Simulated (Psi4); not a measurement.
# FNO-MP3/pcseg-1 (sfX2C, fitted SCF, cachelevel 0, occ tolerance 3e-05) run of [S3]2− ([S3]2-)

Wanted: a single-point energy of [S3]2− ([S3]2-). 

Program for the calculation: Psi4 1.11.

3 further runs of the same task are left out: 3 set aside as unsound or not needed.

**1. The structure to begin with**

[S3]2− has 3 atoms, charge -2, and is taken as a singlet. Geometry: relaxed at GFN2-xTB.

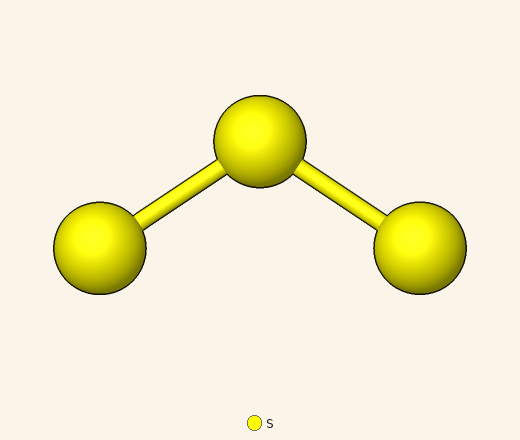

Viewed from a chosen angle; sulfur yellow.

**2. A single-point energy at FNO-MP3/pcseg-1 (sfX2C, fitted SCF, cachelevel 0, occ tolerance 3e-05)**

File calc.inp:

```
memory 1600 mb

molecule {
  -2 1
  S
  S 1 R2
  S 2 R3 1 A3

  R2 = 2.0283
  R3 = 2.028093
  A3 = 112.36369
  no_reorient
  no_com
}

set scf_type disk_df
set freeze_core true
set occ_tolerance 3e-05
set cachelevel 0
set mp_type conv
set relativistic x2c

energy("fno-mp3/pcseg-1")
```

Run with:

```bash
$ psi4 calc.inp calc.out -n 1
```

calc.out:

```text
[...]
  Running in cs symmetry.
[...]
  Nuclear repulsion =  173.783655171678504
[...]
  Multiplicity = 1
[...]
  Nalpha       = 25
  Nbeta        = 25
[...]
    Number of basis functions: 54
[...]
    WARNING: The X2C and Dirac Hamiltonians have substatially different eigenvalues!
             This is probably caused by the recontraction of the basis set.
[...]
   @DF-RHF iter   1: -1195.21747421187752   -3.34298e-01   7.82474e-03 DIIS/ADIIS
[...]
   @DF-RHF iter  12: -1195.31655221769847   -2.72848e-12   4.64374e-09 DIIS
[...]
    Orbital Energies [Eh]
    ---------------------
    Doubly Occupied:
       1Ap   -91.878146     2Ap   -91.821607     3Ap   -91.821601
       4Ap    -8.636836     5Ap    -8.578602     6Ap    -8.578575
       7Ap    -6.283986     8Ap    -6.281765     1App   -6.279700
       9Ap    -6.226552    10Ap    -6.226549    11Ap    -6.222775
      12Ap    -6.222773     2App   -6.222408     3App   -6.222408
      13Ap    -0.656723    14Ap    -0.504230    15Ap    -0.351207
      16Ap    -0.103779    17Ap    -0.087445     4App   -0.082292
       5App    0.033025    18Ap     0.050020    19Ap     0.054833
       6App    0.114721
[...]
  @DF-RHF Final Energy: -1195.31655221769847
   => Energetics <=
    Nuclear Repulsion Energy =            173.7836551716785038
    One-Electron Energy =               -2020.1256916273521256
    Two-Electron Energy =                 651.0254842379752063
    Total Energy =                      -1195.3165522176984723
[...]
 Multipole Moments:
 ------------------------------------------------------------------------------------
     Multipole            Electronic (a.u.)      Nuclear  (a.u.)        Total (a.u.)
 ------------------------------------------------------------------------------------
 L = 1.  Multiply by 2.5417464519 to convert [e a0] to [Debye]
 Dipole X            :         -0.5943719            0.0000000           -0.5943719
 Dipole Y            :         -0.3984107           -0.0000000           -0.3984107
 Dipole Z            :          0.0000000            0.0000000            0.0000000
 Magnitude           :                                                    0.7155481
[...]
      * MP2 total energy:                  -1195.688398013563
[...]
      * MP2 total energy:                  -1195.688398013563
[...]
      * MP3 total energy:                  -1195.717276153313
[...]
```

It took 4.2 s on 1 thread of Intel Xeon Platinum 8259CL at 2.50GHz (Skylake/Cascade Lake), shared host; peak memory 0.32 GiB.

**3. Results**

At FNO-MP3/pcseg-1 (sfX2C, fitted SCF, cachelevel 0, occ tolerance 3e-05), 15 core orbitals frozen:

```
                                             quantity           value
                                         total energy  -1195.71728 Eh
                  HOMO energy (Hartree–Fock orbitals)         3.12 eV
                  LUMO energy (Hartree–Fock orbitals)        12.90 eV
HOMO–LUMO gap (to an unbound level, set by the basis)         9.78 eV
         correlation energy (15 core orbitals frozen)      -400.7 mEh
```

In words: The HOMO lies at positive energy, 3.12 eV: the electron is unbound at this level or held by a compact basis; values depend on the basis.
